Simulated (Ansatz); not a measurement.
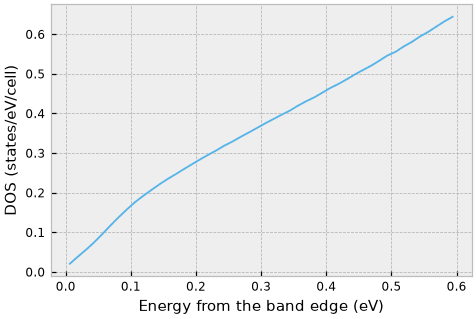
Figure: Density of states of InP (F-43m) below the valence band maximum, r2SCAN with spin-orbit coupling, rigid bands run with Ansatz (an electronic-structure program); cell volume 51.5 Å³.

Problem. What effective density of states at 300 K does this give (∫ g(E) exp(−E/k_BT) dE, both spins, divided by the cell's size)?

Solution. 2.5e19 cm⁻³, a density-of-states mass of 1.00 mₑ, valleys and band degeneracy included.

Geometry: cell and atoms relaxed with r2SCAN.
